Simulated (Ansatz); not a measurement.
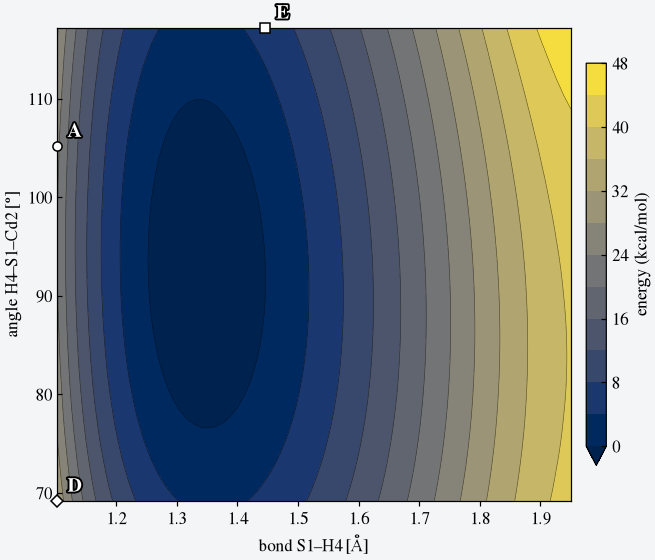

CdClHS, SMILES [SH][Cd][Cl]. 
- Two internal coordinates are moved rigidly from the geometry relaxed at PBE0-D4/def2-TZVP, all others fixed.
- First axis: bond S1–H4. Second axis: angle H4–S1–Cd2.
- Grid: 5 × 5 points.
- Energies are in kcal/mol, from the lowest grid point.
- Level of theory: RHF-CCSD(T), frozen core/def2-TZVPP in Ansatz.

The picture shows filled contours, lettered points. Between grid points the surface is interpolated.

Is A the lowest point of the computed grid?

Answer. No. A lies 25.2 kcal/mol above the lowest grid point, which is at bond S1–H4 = 1.446 Å, angle H4–S1–Cd2 = 93.2°.

Rank the lettered points by energy, lowest first.

Answer. E (5.5 kcal/mol), A (25.2 kcal/mol), D (31.5 kcal/mol).
